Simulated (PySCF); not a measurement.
Input

```
{"job": {"kind": "uv", "xc": "B3LYP", "basis": "def2-SVPD", "ip": true, "dynamic": true}, "charge": 0, "multiplicity": 1}
O      2.453486     1.091847    -0.386108
B      1.769652    -0.068693    -0.155573
O      2.368968    -1.291000    -0.031821
C      0.220705     0.015296    -0.025238
C     -0.612736    -1.024397     0.238592
C     -2.027002    -0.547942     0.289808
C     -1.907325     0.917697     0.015280
C     -0.605690     1.225480    -0.162675
H      3.405699     1.001298    -0.477034
H      3.326954    -1.285116    -0.110936
H     -0.306542    -2.060101     0.395708
H     -2.491856    -0.754410     1.272975
H     -2.665472    -1.067880    -0.449626
H     -2.753659     1.604771    -0.028675
H     -0.200368     2.215783    -0.376755
```

Launched as:

```sh
OMP_NUM_THREADS=1 python probes_run.py task.json out
```

Geometry: PBE0-D3(BJ)/def2-SVP.

These are results of B3LYP/def2-SVPD, SCF density, gas phase in PySCF 2.14.0, not measurements.

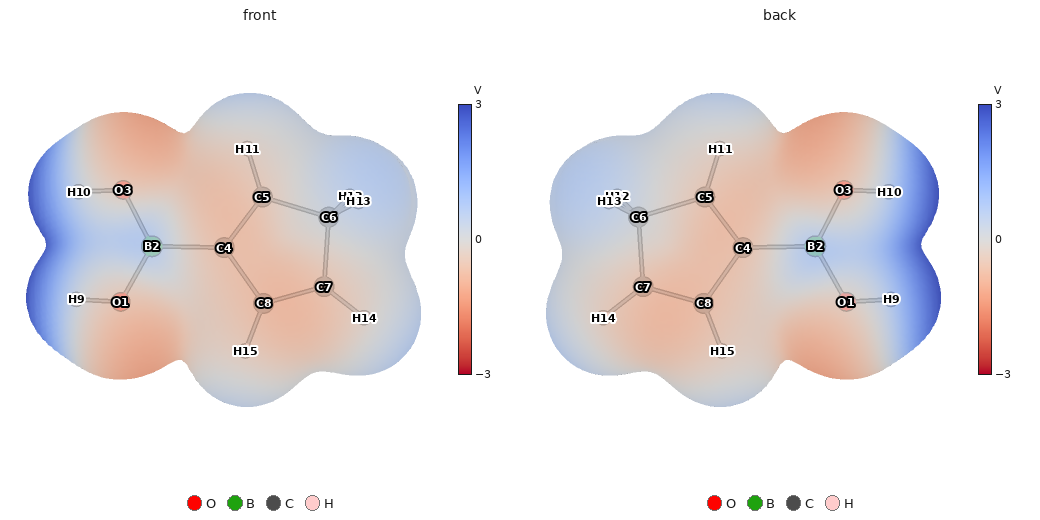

C5H7BO2. The molecular electrostatic potential painted on the density surface at 0.002 e/bohr³, seen from the front and from behind; the colour scale runs from red (negative) to blue (positive).

**Describe the electrostatic potential map.**

The most negative region (about −1.2 V, or −28 kcal/mol for a unit charge) lies over O1 and O3, the most positive (about +2.8 V, or +65 kcal/mol for a unit charge) over H9 and H10.

**How polar is the molecule by this calculation?**

Its dipole moment is 1.81 D.
